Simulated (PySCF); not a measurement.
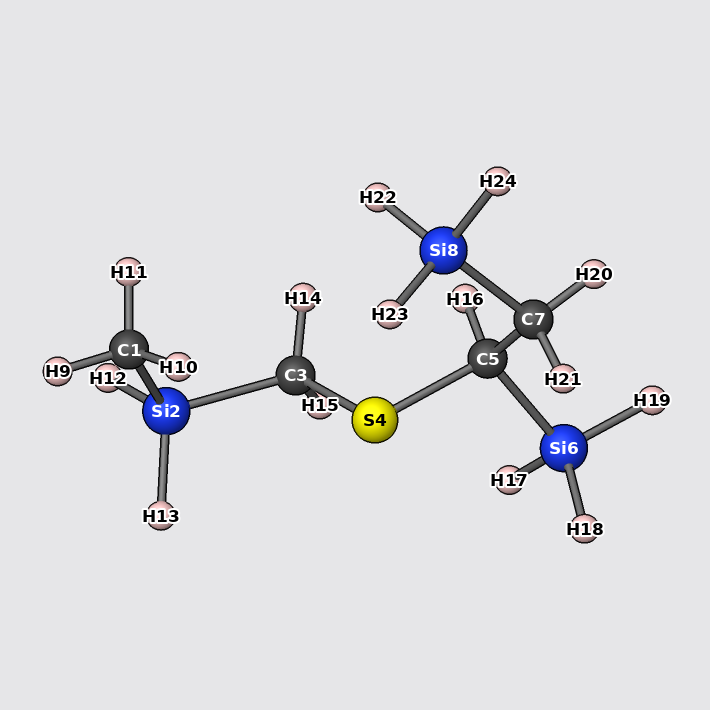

The questions are on isotropic NMR shieldings of the Si atoms. Computed geometry: GFN2-xTB optimisation. No frequency run is at hand to confirm it as a minimum. Level of theory: GIAO PBE0/pcSseg-1 NMR shielding, non-relativistic, gas phase (PySCF 2.14.0).

List the isotropic NMR shieldings of the Si atoms.

| atom | σ (ppm) |
| --- | --- |
| Si2 | 394.8 |
| Si6 | 415.8 |
| Si8 | 422.5 |

The geometry is semi-empirical. Around Si such bond lengths and angles can be off by a tenth of an ångström or more and by several degrees, and values that hang on the shape move with them.
